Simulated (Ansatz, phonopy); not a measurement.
# Mg2B (hypothetical, Fm-3m): phonons against volume, part 3 of 3

Aim: how the vibrations of Mg2B (hypothetical) shift with volume, and the expansion that follows. The crystal structure is hypothetical: it was made by swapping elements on a known structure type.

Ansatz 0.2.0; DFT PBEsol, scalar-relativistic, plane waves, PAW.

So far. Step 10 (Single point at a scaled cell, V/V0 0.985): The run ends at a pressure of 1.06 GPa. Step 11 (Phonons, V/V0 0.985): No mode is imaginary beyond numerical noise at the solved wavevectors. The highest zone-centre mode (no LO–TO term) moved by +2.6 % for a volume change of -1.5 %.

## Step 12: Single point at a scaled cell, V/V0 1.03

Symmetry fixes every atom, so a single point at the scaled cell gives the energy and pressure of this member.

The cell differs from the one that the last finished run ended in (a 4.052 → 4.113 Å, b 4.052 → 4.113 Å, c 4.052 → 4.113 Å).

File input.yaml:

```yaml
crystal:
  lattice:
    - [0.0, 2.9080504375, 2.9080504375]
    - [2.9080504375, 0.0, 2.9080504375]
    - [2.9080504375, 2.9080504375, 0.0]
  atoms:
    - { symbol: Mg, position: [0.25, 0.25, 0.25] }
    - { symbol: Mg, position: [0.75, 0.75, 0.75] }
    - { symbol: B, position: [0.0, 0.0, 0.0] }
kpoints:
  mp_grid: { grid: [12, 12, 12] }
hamiltonian:
  xc: pbesol
scf:
  occupations: { method: methfessel_paxton, width: 0.2 }
output:
  forces: true
  stress: true
  eigenvalues: true
```

On the command line:

```console
$ ansatz run input.yaml --threads 4 --pin off --max-ram 8192MiB --backend cpu --events-out ev --progress --plain --runs-dir out
```

Numbers of over 12 decimals in the logs are rounded to 6 here.

The program printed:

```text
[...]
Crystal: 3 atoms, lattice volume = 49.185 Å³
Basis set: ecut = 420 eV, 941 PW (Γ), exchange–correlation on 60×60×60 points (8 copies of the dense FFT grid, shifted against one another)
Bands: 16, of which v1, the nominal top of the filled ones, is band 12 counted from 1 (11 counted from 0)
Symmetry: 48 space group operations
[...]
k-points: 72 of 1728
[...]
--- Band table (eV; the first three rows and the last of 72) ---
  k-point 0: bands = [... 8 lower, -2.5249, 6.8276, 6.8276, 6.8276, 9.3195, 11.0383, 11.0383, 11.0383]
  k-point 1: bands = [... 8 lower, -2.4460, 6.3108, 6.7731, 6.7731, 9.6009, 11.0971, 11.1616, 11.1616]
  k-point 2: bands = [... 8 lower, -2.2122, 5.2619, 6.6392, 6.6392, 9.8160, 11.3671, 11.3671, 11.4568]
  k-point 71: bands = [... 8 lower, 0.3032, 3.2369, 3.2369, 3.9636, 9.5032, 11.7646, 11.9663, 11.9663]
[key lines of the parts left out:]
SCF converged after 7 iterations
Free energy (F): -3975.668251 eV
Fermi energy:    5.910450 eV
P = ⅓ Tr σ = -1.9105 GPa (-19.105 kbar)
```

Run time: 0.85 s. Hardware: 4 threads of Arm Neoverse V1, shared host; peak memory 0.34 GiB; 2.8 s of CPU time.

The run ends at a pressure of -1.91 GPa.

## Step 13: A run with changed settings

One run with other settings shows how much the ground state depends on them.

This step: DFT PBEsol, scalar-relativistic, plane waves, PAW; settings changed (Ansatz 0.2.0).

input.yaml, as its differences from that of step 12:

```diff
@@ -14,6 +14,7 @@
 scf:
-  occupations: { method: methfessel_paxton, width: 0.2 }
+  occupations: { method: cold, width: 0.1 }
+  convergence: { dr2_threshold: 1.0e-06 }
 output:
   forces: true
+  eigenvalues: true
   stress: true
-  eigenvalues: true
```

The program printed:

```text
Warning: scf.convergence.dr2_threshold = 1e-6 eV is looser than this run's default, which is 1e-7 eV or tighter. The error in the forces grows as the threshold's square root, so leave the key out unless less accurate forces are enough
[...]
--- Band table (eV; the first three rows and the last of 72) ---
  k-point 0: bands = [... 8 lower, -2.5247, 6.8280, 6.8280, 6.8280, 9.3198, 11.0383, 11.0383, 11.0383]
  k-point 1: bands = [... 8 lower, -2.4458, 6.3112, 6.7735, 6.7735, 9.6012, 11.0972, 11.1616, 11.1616]
  k-point 2: bands = [... 8 lower, -2.2120, 5.2622, 6.6395, 6.6395, 9.8161, 11.3671, 11.3671, 11.4570]
  k-point 71: bands = [... 8 lower, 0.3035, 3.2370, 3.2370, 3.9637, 9.5034, 11.7646, 11.9665, 11.9665]
[key lines of the parts left out:]
SCF converged after 6 iterations
Free energy (F): -3975.666748 eV
Fermi energy:    5.911229 eV
P = ⅓ Tr σ = -1.9064 GPa (-19.064 kbar)
```

It took 0.87 s on 4 threads; peak memory 0.34 GiB.

This step gave:

```yaml
pressure: -1.906 GPa
```

At -1.9 GPa the cell is away from the equilibrium volume of this level: left free, it would shrink.

## Step 14: Lattice dynamics at this volume, V/V0 1.03

Phonons at this volume give one point of F(V, T); meshes stay fixed along the series.

This step: DFT PBEsol, scalar-relativistic, plane waves, PAW (Ansatz 0.2.0).

input.yaml, the sections that differ from step 13:

```yaml
scf:
  occupations: { method: methfessel_paxton, width: 0.2 }
output:
  eigenvalues: true
phonons:
  method: dfpt
  qmesh: [4, 4, 4]
  temperatures: { t_max: 1000, t_step: 50 }
  qpath:
    path:
      - [[0.0, 0.0, 0.0], [0.5, 0.0, 0.5], [0.625, 0.25, 0.625]]
      - [[0.375, 0.375, 0.75], [0.0, 0.0, 0.0], [0.5, 0.5, 0.5], [0.5, 0.25, 0.75], [0.5, 0.0, 0.5]]
    npoints: 10
# crystal, kpoints, hamiltonian: as in step 13
```

The program printed:

```text
[...]
Crystal: 3 atoms, lattice volume = 49.185 Å³
Basis set: ecut = 420 eV, 941 PW (Γ), exchange–correlation on 60×60×60 points (8 copies of the dense FFT grid, shifted against one another)
Bands: 16, of which v1, the nominal top of the filled ones, is band 12 counted from 1 (11 counted from 0)
Symmetry: 48 space group operations
k-points: 72 of 1728
[...]
k-point 71: bands = [... 8 lower, 0.3032, 3.2369, 3.2369, 3.9636, 9.5032, 11.7646, 11.9663, 11.9663]
[...]
ASR residual: 5.695e-5 → 0.000e0 eV/Å²; symmetrization residual: 9.766e-7 eV/Å²
  ASR residual per site (eV/Å²): 5.56e-5 5.56e-5 5.69e-5
  Γ frequencies (cm⁻¹): 0.00 0.00 0.00 287.43 287.43 287.43 372.63 372.63 372.63
--- Phonons (arbitrary-q DFPT): 8 irreducible q on the 4×4×4 mesh ---
[...]
interpolated dispersion: 62 rows × 9 modes
[...]
[key lines of the parts left out:]
SCF converged after 9 iterations
Free energy (F): -3975.668251 eV
Fermi energy:    5.910435 eV
```

Run time: 4.8 min. Hardware: 4 threads; peak memory 2.9 GiB; 19 min of CPU time.

No mode is imaginary beyond numerical noise at the solved wavevectors. The highest zone-centre mode (no LO–TO term) moved by -5.0 % for a volume change of +3.0 %.

## Step 15: A cell at another volume, V/V0 0.97

Symmetry fixes every atom, so a single point at the scaled cell gives the energy and pressure of this member.

The cell differs from the one that the last finished run ended in (a 4.113 → 4.031 Å, b 4.113 → 4.031 Å, c 4.113 → 4.031 Å).

input.yaml, the sections that differ from step 14:

```yaml
crystal:
  lattice:
    - [0.0, 2.8504500688, 2.8504500688]
    - [2.8504500688, 0.0, 2.8504500688]
    - [2.8504500688, 2.8504500688, 0.0]
  atoms:
    - { symbol: Mg, position: [0.25, 0.25, 0.25] }
    - { symbol: Mg, position: [0.75, 0.75, 0.75] }
    - { symbol: B, position: [0.0, 0.0, 0.0] }
output:
  forces: true
  stress: true
  eigenvalues: true
# kpoints, hamiltonian, scf: as in step 14
# phonons: removed
```

The program printed:

```text
[...]
Crystal: 3 atoms, lattice volume = 46.320 Å³
Basis set: ecut = 420 eV, 893 PW (Γ), exchange–correlation on 54×54×54 points (8 copies of the dense FFT grid, shifted against one another)
Bands: 16, of which v1, the nominal top of the filled ones, is band 12 counted from 1 (11 counted from 0)
Symmetry: 48 space group operations
[...]
k-points: 72 of 1728
[...]
--- Band table (eV; the first three rows and the last of 72) ---
  k-point 0: bands = [... 8 lower, -2.2544, 7.3541, 7.3541, 7.3541, 10.2189, 11.8212, 11.8212, 11.8212]
  k-point 1: bands = [... 8 lower, -2.1715, 6.8429, 7.2998, 7.2998, 10.4856, 11.8953, 11.9475, 11.9475]
  k-point 2: bands = [... 8 lower, -1.9261, 5.7763, 7.1663, 7.1663, 10.6867, 12.1465, 12.1465, 12.2826]
  k-point 71: bands = [... 8 lower, 0.7490, 3.6851, 3.6851, 4.3819, 10.0921, 12.5687, 12.8257, 12.8257]
[key lines of the parts left out:]
SCF converged after 7 iterations
Free energy (F): -3975.667371 eV
Fermi energy:    6.428402 eV
P = ⅓ Tr σ = 2.2083 GPa (22.083 kbar)
```

Wall time 0.79 s (4 threads); peak memory 0.33 GiB; 2.6 s of CPU time.

The run ends at a pressure of 2.21 GPa.

## Step 16: Phonons, V/V0 0.97

Phonons at this volume give one point of F(V, T); meshes stay fixed along the series.

input.yaml, the sections that differ from step 15:

```yaml
output:
  eigenvalues: true
phonons:
  method: dfpt
  qmesh: [4, 4, 4]
  temperatures: { t_max: 1000, t_step: 50 }
  qpath:
    path:
      - [[0.0, 0.0, 0.0], [0.5, 0.0, 0.5], [0.625, 0.25, 0.625]]
      - [[0.375, 0.375, 0.75], [0.0, 0.0, 0.0], [0.5, 0.5, 0.5], [0.5, 0.25, 0.75], [0.5, 0.0, 0.5]]
    npoints: 10
# crystal, kpoints, hamiltonian, scf: as in step 15
```

The program printed:

```text
[...]
Crystal: 3 atoms, lattice volume = 46.320 Å³
Basis set: ecut = 420 eV, 893 PW (Γ), exchange–correlation on 54×54×54 points (8 copies of the dense FFT grid, shifted against one another)
Bands: 16, of which v1, the nominal top of the filled ones, is band 12 counted from 1 (11 counted from 0)
Symmetry: 48 space group operations
k-points: 72 of 1728
[...]
k-point 71: bands = [... 8 lower, 0.7489, 3.6851, 3.6851, 4.3819, 10.0921, 12.5687, 12.8257, 12.8257]
[...]
ASR residual: 4.720e-5 → 0.000e0 eV/Å²; symmetrization residual: 1.068e-6 eV/Å²
  ASR residual per site (eV/Å²): 3.21e-5 3.21e-5 4.72e-5
  Γ frequencies (cm⁻¹): 0.00 0.00 0.00 311.91 311.91 311.91 412.52 412.52 412.52
--- Phonons (arbitrary-q DFPT): 8 irreducible q on the 4×4×4 mesh ---
[...]
interpolated dispersion: 62 rows × 9 modes
[...]
[key lines of the parts left out:]
SCF converged after 9 iterations
Free energy (F): -3975.667371 eV
Fermi energy:    6.428391 eV
```

Run time: 4.6 min. Hardware: 4 threads; peak memory 2.7 GiB.

No mode is imaginary beyond numerical noise at the solved wavevectors. The highest zone-centre mode (no LO–TO term) moved by +5.2 % for a volume change of -3.0 %.

## Step 17: Single point at a scaled cell, V/V0 1.05

Symmetry fixes every atom, so a single point at the scaled cell gives the energy and pressure of this member.

The cell differs from the one that the last finished run ended in (a 4.031 → 4.139 Å, b 4.031 → 4.139 Å, c 4.031 → 4.139 Å).

input.yaml, the sections that differ from step 16:

```yaml
crystal:
  lattice:
    - [0.0, 2.9267522405, 2.9267522405]
    - [2.9267522405, 0.0, 2.9267522405]
    - [2.9267522405, 2.9267522405, 0.0]
  atoms:
    - { symbol: Mg, position: [0.25, 0.25, 0.25] }
    - { symbol: Mg, position: [0.75, 0.75, 0.75] }
    - { symbol: B, position: [0.0, 0.0, 0.0] }
output:
  forces: true
  stress: true
  eigenvalues: true
# kpoints, hamiltonian, scf: as in step 16
# phonons: removed
```

The program printed:

```text
[...]
Crystal: 3 atoms, lattice volume = 50.140 Å³
Basis set: ecut = 420 eV, 941 PW (Γ), exchange–correlation on 60×60×60 points (8 copies of the dense FFT grid, shifted against one another)
Bands: 16, of which v1, the nominal top of the filled ones, is band 12 counted from 1 (11 counted from 0)
Symmetry: 48 space group operations
[...]
k-points: 72 of 1728
[...]
--- Band table (eV; the first three rows and the last of 72) ---
  k-point 0: bands = [... 8 lower, -2.6074, 6.6645, 6.6645, 6.6645, 9.0393, 10.7965, 10.7965, 10.7965]
  k-point 1: bands = [... 8 lower, -2.5297, 6.1454, 6.6099, 6.6099, 9.3258, 10.8502, 10.9188, 10.9188]
  k-point 2: bands = [... 8 lower, -2.2995, 5.1022, 6.4759, 6.4759, 9.5452, 11.1258, 11.1258, 11.2003]
  k-point 71: bands = [... 8 lower, 0.1660, 3.0988, 3.0988, 3.8349, 9.3201, 11.5139, 11.6992, 11.6992]
[key lines of the parts left out:]
SCF converged after 7 iterations
Free energy (F): -3975.653437 eV
Fermi energy:    5.750456 eV
P = ⅓ Tr σ = -3.0386 GPa (-30.386 kbar)
```

The job ended after 0.86 s (4 threads; peak memory 0.34 GiB).

The run ends at a pressure of -3.04 GPa.

## Step 18: Phonons, V/V0 1.05

Phonons at this volume give one point of F(V, T); meshes stay fixed along the series.

input.yaml, the sections that differ from step 17:

```yaml
output:
  eigenvalues: true
phonons:
  method: dfpt
  qmesh: [4, 4, 4]
  temperatures: { t_max: 1000, t_step: 50 }
  qpath:
    path:
      - [[0.0, 0.0, 0.0], [0.5, 0.0, 0.5], [0.625, 0.25, 0.625]]
      - [[0.375, 0.375, 0.75], [0.0, 0.0, 0.0], [0.5, 0.5, 0.5], [0.5, 0.25, 0.75], [0.5, 0.0, 0.5]]
    npoints: 10
# crystal, kpoints, hamiltonian, scf: as in step 17
```

The program printed:

```text
[...]
Crystal: 3 atoms, lattice volume = 50.140 Å³
Basis set: ecut = 420 eV, 941 PW (Γ), exchange–correlation on 60×60×60 points (8 copies of the dense FFT grid, shifted against one another)
Bands: 16, of which v1, the nominal top of the filled ones, is band 12 counted from 1 (11 counted from 0)
Symmetry: 48 space group operations
k-points: 72 of 1728
[...]
k-point 71: bands = [... 8 lower, 0.1660, 3.0988, 3.0988, 3.8349, 9.3201, 11.5139, 11.6992, 11.6992]
[...]
ASR residual: 6.249e-5 → 0.000e0 eV/Å²; symmetrization residual: 9.867e-7 eV/Å²
  ASR residual per site (eV/Å²): 6.25e-5 6.25e-5 4.60e-5
  Γ frequencies (cm⁻¹): 0.00 0.00 0.00 279.78 279.78 279.78 360.05 360.05 360.05
--- Phonons (arbitrary-q DFPT): 8 irreducible q on the 4×4×4 mesh ---
[...]
interpolated dispersion: 62 rows × 9 modes
[...]
[key lines of the parts left out:]
SCF converged after 9 iterations
Free energy (F): -3975.653437 eV
Fermi energy:    5.750446 eV
```

Wall time 4.7 min (4 threads); peak memory 2.9 GiB.

No LO-TO term. The phonon branches at the labelled points (cm⁻¹):

```tsv
point	branch 1	branch 2	branch 3	branch 4	branch 5	branch 6	branch 7	branch 8	branch 9
Γ	0	0	0	280	280	280	360	360	360
X	95	122	122	283	298	298	369	369	408
U	100	156	166	275	284	299	368	375	392
jump to K	100	156	166	275	284	299	368	375	392
Γ	0	0	0	280	280	280	360	360	360
L	202	202	211	228	228	240	367	367	410
W	93	122	232	232	299	303	370	381	381
X	95	122	122	283	298	298	369	369	408
```

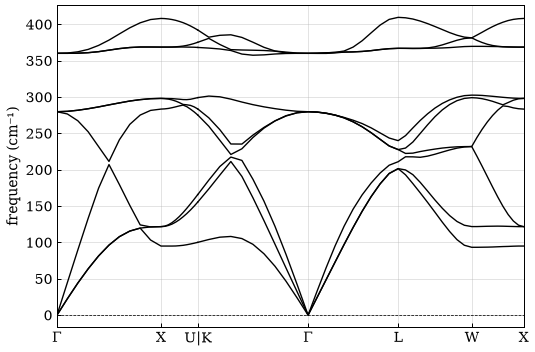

Phonon branches along the path.

No mode is imaginary beyond numerical noise at the solved wavevectors. The highest zone-centre mode (no LO–TO term) moved by -8.2 % for a volume change of +5.0 %.

## Step 19: Mode Grüneisen parameters

This step: DFT PBEsol, scalar-relativistic, plane waves, PAW (phonopy 4.10.0).

Numbers from this step:

```yaml
share_of_modes_with_a_negative_grueneisen_parameter: 0
```

Mean Grüneisen, by row:

```tsv
T (K)	heat-capacity-weighted mean	root mean square
50	1.456	1.518
100	1.385	1.432
200	1.382	1.42
300	1.387	1.424
500	1.392	1.427
800	1.393	1.428
```

Mean mode Grueneisen parameter against wavenumber:

```tsv
wavenumber (cm⁻¹)	mean mode Grueneisen parameter
7	-
36	0.788
66	0.92
109	1.71
138	1.62
168	1.41
197	1.26
240	1.26
269	1.17
299	1.14
328	-
371	-
400	1.68
430	1.39
```

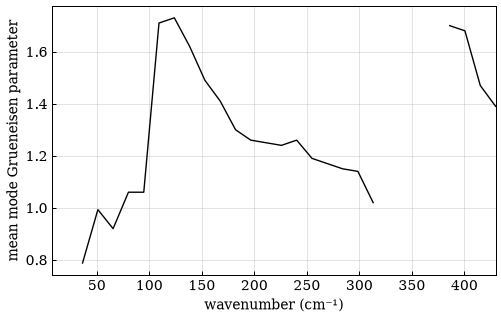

Mean mode Grueneisen parameter against wavenumber.

Volume series, by row:

```tsv
V/V0	V (Å³/atom)	pressure (GPa)	E - E0 (meV/atom)	gap (eV)	zero-point energy (meV/atom)	lowest on the path (cm⁻¹)	highest at Gamma without the LO-TO term (cm⁻¹)
0.97	15.44	2.208	3.216	0	55.06	0	412.5
0.985	15.68	1.064	0.788	0	53.91	0	402.2
1	15.92	-0.001	0	0	52.78	0	392.1
1.015	16.16	-0.99	0.747	0	51.67	0	382.3
1.03	16.4	-1.911	2.911	0	50.59	0	372.6
1.05	16.71	-3.039	7.845	0	49.18	0	360.1
```

Table of optical frequency at Gamma without the LO-TO term by V/V0:

```tsv
V/V0	mode 4 (cm⁻¹)	mode 7 (cm⁻¹)
0.9700	312	413
0.9850	306	402
1.0000	299	392
1.0150	293	382
1.0300	287	373
1.0500	280	360
```

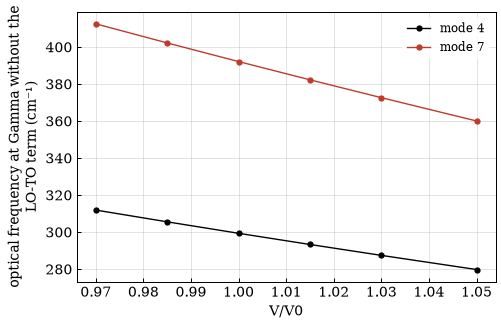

Optical frequency at Gamma without the LO-TO term against V/V0.

Grüneisen at points, by row:

```tsv
point	branch	frequency (cm⁻¹)	mode Grüneisen parameter
Γ	4	299.4	1.36
Γ	7	392.1	1.7
X	1	106.2	2.14
X	2	135.9	2.14
X	4	303.3	1.36
X	5	310.4	0.79
X	7	402.5	1.75
X	9	436.2	1.34
U	1	112.1	2.17
U	2	170.5	1.82
U	3	178.2	1.41
U	4	286	0.76
U	5	301.6	1.19
U	6	315.3	1.06
U	7	401.7	1.73
U	8	406.9	1.64
U	9	420.7	1.41
K	1	112.1	2.17
K	2	170.5	1.82
K	3	178.2	1.41
K	4	286	0.76
K	5	301.6	1.19
K	6	315.3	1.06
K	7	401.7	1.73
K	8	406.9	1.64
K	9	420.7	1.41
L	1	209.1	0.74
L	3	226.5	1.42
L	4	244.9	1.46
L	6	257.3	1.36
L	7	399.2	1.68
L	9	437.8	1.34
W	1	108.3	2.8
W	2	133.1	1.74
W	3	246.2	1.17
W	5	314.4	0.75
W	6	318.2	1.25
W	7	404.1	1.77
W	8	410.8	1.5
```

## Step 20: Free-energy fit

Numbers from this step:

```yaml
volume_expansion_coefficient_at_300_k: 48.9 1e-6/K
isothermal_bulk_modulus_at_300_k: 63.54 GPa
c_p_at_300_k: 21.78 J/mol-atom/K
grueneisen_parameter_at_300_k: 1.424
```

The energy (each curve on its own zero) by volume; values in meV/atom:

```tsv
volume (Å³/atom)	static	F at 0 K	F at 300 K	F at 1300 K
15.440	3.22	6.08	8.08	21.4
15.679	0.79	2.5	3.74	11.9
15.918	0	0.58	1.05	4
16.156	0.75	0.22	-0.1	-2.36
16.395	2.91	1.3	0.17	-7.34
16.713	7.84	4.82	2.57	-12
```

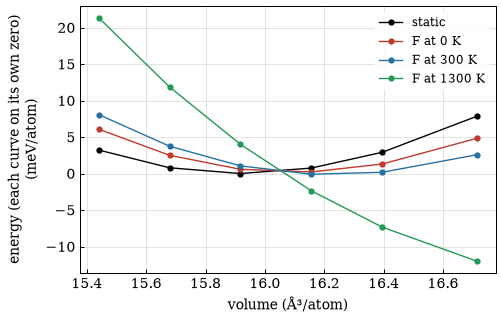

Energy (each curve on its own zero) against volume.

Phonopy-qha, vinet fit of F(V) at each temperature; no electronic free energy. Qha vinet, by row:

```tsv
T (K)	fitted volume (Å³/atom)	alpha_V (1e-6/K)	B_T (GPa)	C_P (J/mol-atom/K)	Grueneisen
100	16.11	19.42	66.18	8.818	1.405
150	16.13	31.45	65.65	14.4	1.398
200	16.16	39.69	65	18.02	1.408
250	16.19	45.13	64.29	20.3	1.416
300	16.23	48.9	63.54	21.78	1.424
350	16.27	51.69	62.76	22.8	1.431
400	16.31	53.89	61.97	23.54	1.438
450	16.36	55.74	61.16	24.1	1.444
500	16.4	57.36	60.34	24.56	1.451
550	16.45	58.85	59.5	24.94	1.457
600	16.5	60.26	58.66	25.27	1.464
```

Volume expansion coefficient, phonopy-qha, Vinet against temperature:

```tsv
temperature (K)	volume expansion coefficient, phonopy-qha, Vinet (1e-6/K)
75	12.4
100	19.4
125	25.9
150	31.4
175	36.0
200	39.7
225	42.7
250	45.1
275	47.2
300	48.9
325	50.4
350	51.7
375	52.8
400	53.9
425	54.9
450	55.7
475	56.6
500	57.4
525	58.1
550	58.9
575	59.6
600	60.3
625	60.9
```

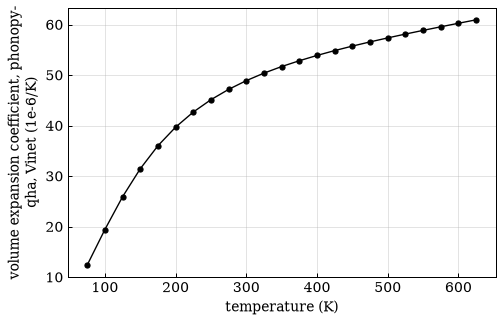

Volume expansion coefficient, phonopy-qha, Vinet, plotted against temperature.

The fit gives a volume expansion of 48.9 × 10⁻⁶/K at 300 K.

## Step 21: Results

| Property | Result |
| --- | --- |
| volume expansion coefficient at 300 K | 48.9 1e-6/K |
| isothermal bulk modulus at 300 K | 63.54 GPa |
| C_P at 300 K | 21.78 J/mol-atom/K |
| Grüneisen parameter at 300 K | 1.424 |
| mean mode Grüneisen parameter at 300 K | 1.39 |

Near room temperature Mg2B (hypothetical) expands by 48.9 × 10⁻⁶/K in volume by PBEsol, with C_P = 21.8 J/(mol K) per mole of atoms and B_T = 63.5 GPa. The table stops at 625 K because beyond it the fitted volume comes within 1 % of the largest computed cell, where the fit loses its support. C_P at room temperature is 87 % of the classical 3R an atom, so the stiffest modes are still partly frozen out. The fit leaves out the electrons' free energy, which adds to C_P and to the expansion of a metal at high temperature. The heat-capacity-weighted Grüneisen parameter goes from 1.46 at 50 K to 1.39 at 800 K. Weighting γ by the density of states and each mode's heat capacity at 300 K, modes below 150 cm⁻¹ give about 19 % of the sum of γC that drives the expansion, those up to 290 cm⁻¹ 34 % and the rest 47 %. Among the labelled points γ is largest for branch 1 at W (108 cm⁻¹, 2.8) and smallest for branch 1 at L (209 cm⁻¹, 0.74). The PAW files were made for PBE and are used here under another functional, for which the program regenerates the frozen cores.

[Logs are printed without paths, hosts, clocks, repeated set-up lines and the standing remarks that a program may print on its own settings, such as how far it seeks lower states.]

[Hosts, paths, dates, database ids (printed as entryN), source tags and the programs' standing remarks are cut or masked in the printed files.]

[A step with changed settings may run another functional than the one named; its input shows which.]

[Of the runs on displaced cells, only some may be shown.]
